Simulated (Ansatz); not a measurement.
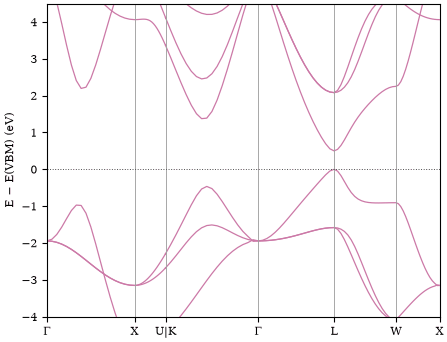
Fig. 1. Band structure from plane-wave PAW PBE (Ansatz code)

**Question.** Read off the gap and where the band edges lie.

**Answer.** About 0.5 eV (0.50 eV by a search for the band edges); maximum at L, minimum at L.

**Question.** Pick the material that matches.
A) SiC, zinc blende
B) ZnSe, zinc blende
C) ZnS, zinc blende
D) PbS, rock salt

**Answer.** D, PbS, rock salt

Space group Fm-3m (rock salt). The cell was relaxed with PBE under the symmetry of its start. Scalar-relativistic: spin–orbit coupling is off unless named, which matters more the heavier the elements.

Potentials: the earlier of the program's two PAW sets.
